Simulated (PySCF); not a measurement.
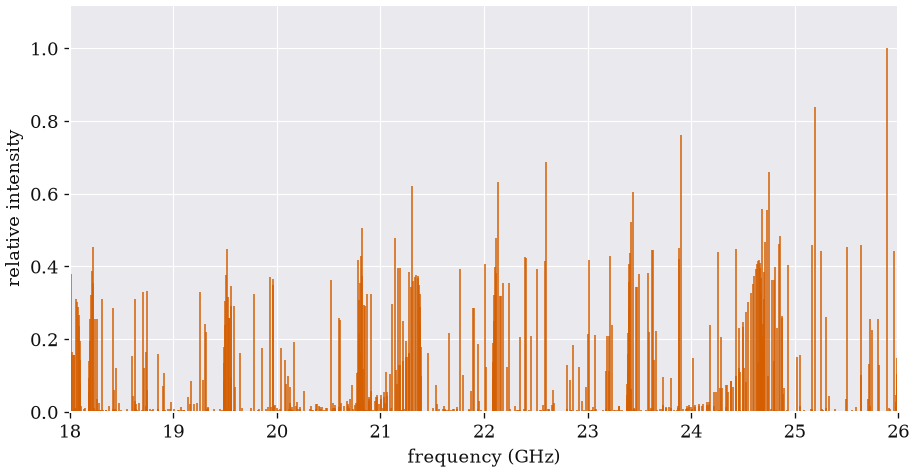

Simulated rotational absorption lines between 18 and 26 GHz at 10 K: rigid rotor with the equilibrium constants and dipole of one optimised conformer (PBE0-D3(BJ)/def2-SVP, PySCF 2.14.0), commonest isotopes; no centrifugal distortion, hyperfine structure, internal rotation or nuclear-spin weights; lines within 1 MHz of each other are summed.

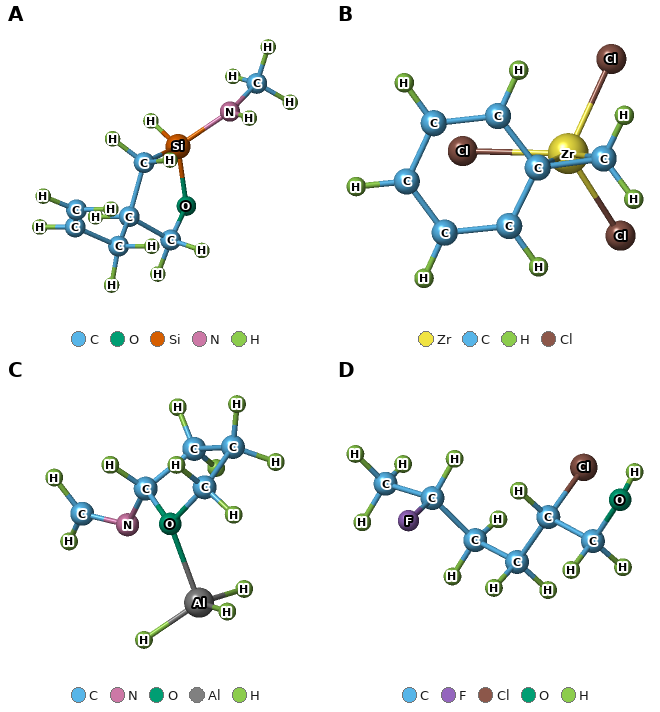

**Which molecule gives this spectrum? Choose among the lettered structures.**

Structure D, C₆H₁₂ClFO, SMILES C[C@@H](F)CC[C@H](Cl)CO. Rotational constants A, B, C = 2.295, 0.6857, 0.6124 GHz, |μa|, |μb|, |μc| = 1.41, 1.06, 1.38 D.

Known limits of this run: coarse grid, loose stop and no frequency check, small forces are noise and the end may be a saddle.
